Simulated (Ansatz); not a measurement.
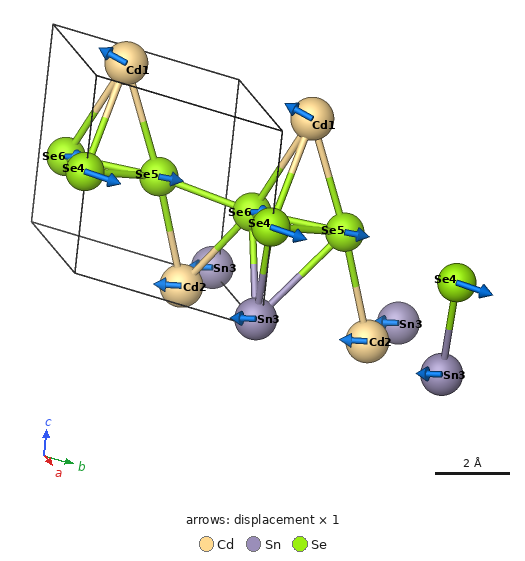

This is a relaxation of a crystal of Cd₂SnSe₃ (built on the Li2GaCu3-166 type type). The starting structure is drawn; blue arrows show the displacements (the part carried along by the change of the cell is left out), at their true length.

Style: ball-and-stick. Shown: the cell of the calculation, reduced to other axes, repeated 1 × 2 × 1 with one cell outlined, slightly off an axis. Lengths and directions refer to the drawn axes.

Case: shaken.

These are results of Ansatz 0.2.0, DFT, PBEsol, plane waves, PAW, not measurements. Settings: plane-wave cutoff 420 eV; k-point mesh 4 × 4 × 4; occupations fermi dirac; smearing width 0.05 eV; no spin polarisation; cell and atoms relaxed; force threshold 0.01 eV/Å; at most 120 steps.

Describe the change and its energy.

Answer. The atom that moves furthest relative to the cell is Se4 (1.09 Å along +b). Largest moves by element: Se 1.09 Å, Cd 0.90 Å, Sn 0.77 Å. The volume changes by −6.5 %, with a 5.361 → 5.325 Å (−0.7 %), b 5.389 → 5.321 Å (−1.3 %), c 6.805 → 6.654 Å (−2.2 %), β 66.9° → 65.3°, γ 60.7° → 60.0°. Near-neighbour distances that change, for instance: Cd1–Se4 4.171 → 2.950 Å, Cd2–Se4 4.061 → 2.950 Å, Cd2–Se6 3.246 → 4.306 Å, Cd1–Se5 3.336 → 4.306 Å. Among the angles between lasting bonds that change: Sn3–Se6–Se5 113.9° → 86.4°, Sn3–Se6–Se4 123.5° → 97.5°, Sn3–Se6–Se5 72.8° → 98.5°. The space group (tolerance 0.01 Å) goes from P1 (No. 1) to C2 (No. 5). Over 9 accepted moves (10 points after the start) the energy falls by 138 meV per atom. Largest force component: 0.61 eV/Å at the start, 0.0039 eV/Å at the end. Pressure: −0.18 GPa at the start and −0.03 GPa at the end. The SCF was repeated once at an unchanged geometry on a basis and grid sized afresh for the cell, which shifted the energy by 0.3 meV per atom at most.
